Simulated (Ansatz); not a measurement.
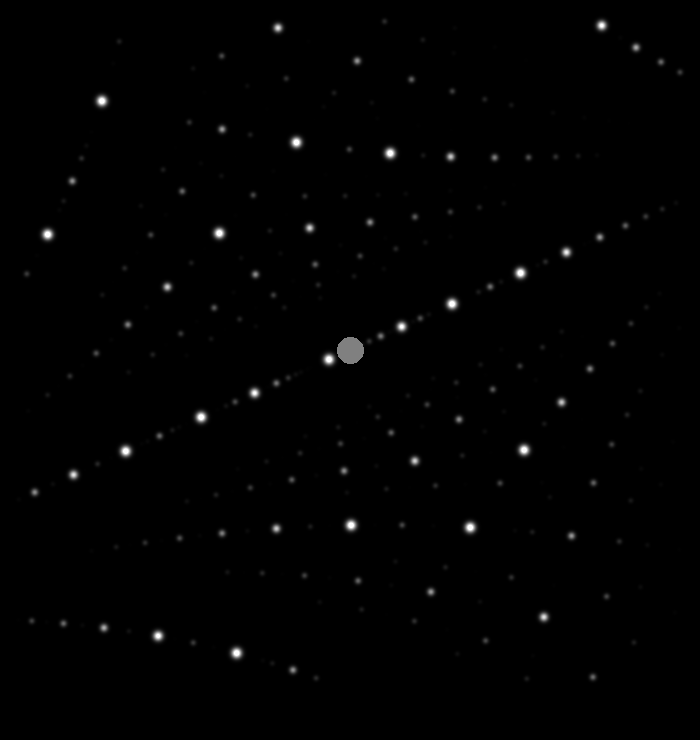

Simulated back-reflection Laue pattern (white X-rays, 0.45 to 2.2 Å, flat plate covering ±45° about the beam, kinematic intensities, seen from the source).

Question: What symmetry does the pattern show?

Answer: m: one mirror line.

The crystal is HfW, space group P4/mmm (No. 123), a = 2.824 Å, c = 4.710 Å. Structure: the end point of a relaxation with DFT PBE, scalar-relativistic, plane waves, PAW (Ansatz 0.2.0); the starting structure was generated, so it need not be a known form of this composition.

The direction [101] points towards the source.
